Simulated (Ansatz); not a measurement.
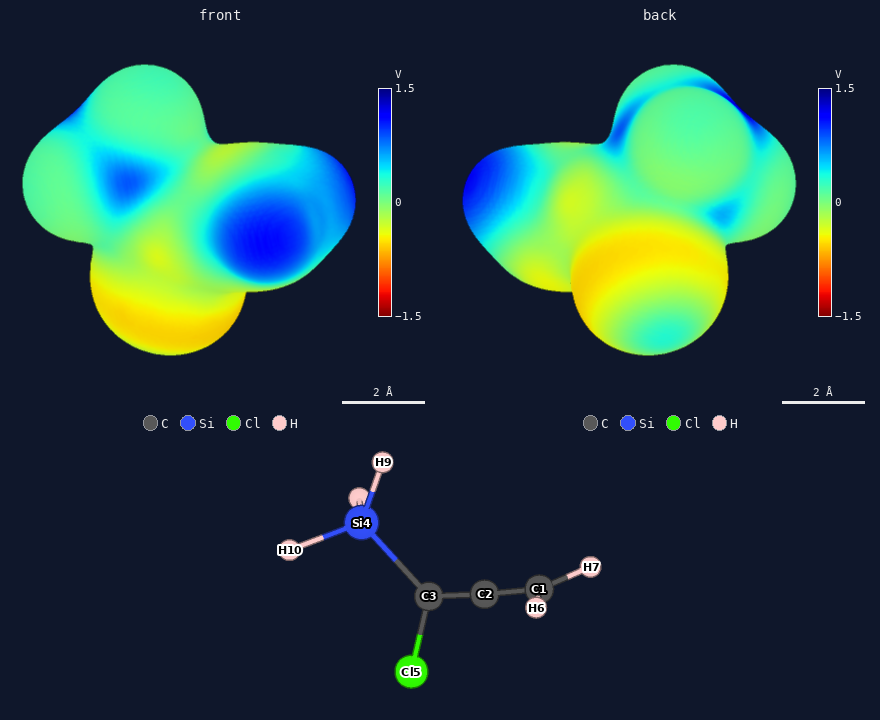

The picture shows: C3H5ClSi. The molecular electrostatic potential painted on the density surface at 0.002 e/bohr³, seen from the front and from behind; red is negative and blue positive. The bare structure is drawn below in the same view.

Theory: Ansatz, RKS PBE-D4/def2-SVP.

Input

```
crystal:
  periodic: [false, false, false]
  atoms:
    - { symbol: C, position_ang: [-0.6509, 1.9599, -0.501] }
    - { symbol: C, position_ang: [-0.3565, 0.75, -0.5547] }
    - { symbol: C, position_ang: [-0.0418, -0.4982, -0.6287] }
    - { symbol: Si, position_ang: [0.6579, -1.3452, 0.8786] }
    - { symbol: Cl, position_ang: [-0.1567, -1.2157, -2.2023] }
    - { symbol: H, position_ang: [-0.1953, 2.7529, -1.1347] }
    - { symbol: H, position_ang: [-1.4935, 2.3355, 0.1184] }
    - { symbol: H, position_ang: [0.7476, -2.8025, 0.6454] }
    - { symbol: H, position_ang: [-0.3489, -1.1421, 2.0633] }
    - { symbol: H, position_ang: [1.9212, -0.8458, 1.3186] }
basis:
  gaussian: { orbitals: def2-SVP }
hamiltonian:
  xc: pbe
  dispersion: d4
relax:
  f_tol: 0.02
  max_steps: 50
output:
  orbitals: {}
```

Command:

```sh
ansatz run input.yaml --threads 2 --pin off --max-ram 3072MiB --backend cpu --events-out ev --progress --plain --runs-dir out
```

The fields are those of the run's last geometry, not of the input's.

Describe the electrostatic potential map.

The most negative region (about −0.6 V, or −14 kcal/mol for a unit charge) lies over Cl5, the most positive (about +1.1 V, or +25 kcal/mol for a unit charge) over Si4, H6 and H7. Cl5 shows a σ-hole: about +0.3 V, or +7 kcal/mol for a unit charge at the tip opposite its bond, against about −0.5 V, or −12 kcal/mol for a unit charge on its flanks.
